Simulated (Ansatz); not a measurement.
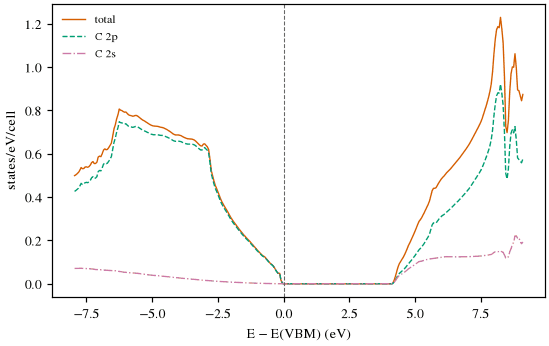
Figure: Total and projected density of states of C (diamond, space group No. 227), PBE in the plane-wave PAW code Ansatz

### Question
Which orbitals carry the states next to the gap?

### Answer
Top 1 eV of the valence band: C 2p 98 %. Bottom 1 eV of the conduction band: C 2p 53 %, C 2s 39 %, outside the projected shells 9 %. Projections are on Löwdin-orthogonalised atomic valence shells; empty p or d shells of many metals are not among them.

### Question
Where is the tallest occupied peak in this window, and what makes it?

### Answer
Near -6.2 eV, about 0.81 states/eV per cell; the largest projected share is C 2p.

Space group Fd-3m (diamond). The PBE relaxation kept the symmetry of its start.

Potentials: the later of the program's two PAW sets.
